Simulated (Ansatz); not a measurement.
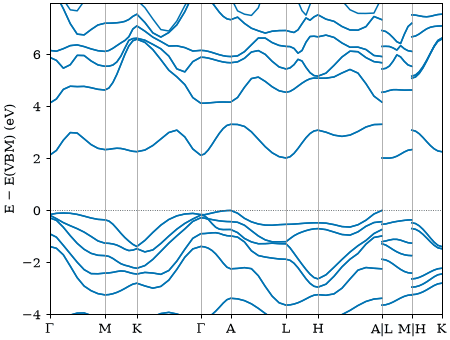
Figure: Band structure from PBE+D3(BJ) with spin–orbit coupling (plane waves, PAW; program Ansatz)

The gap is 1.97 eV; an edge lies off the plotted path or next to a special point (maximum at A, minimum off the standard path).

The material is CdI₂ (CdI2 type, P-3m1).

The PBE+D3(BJ) relaxation kept the symmetry of its start; phonons on a q-mesh show no instability.

Potentials: the later of the program's two PAW sets.
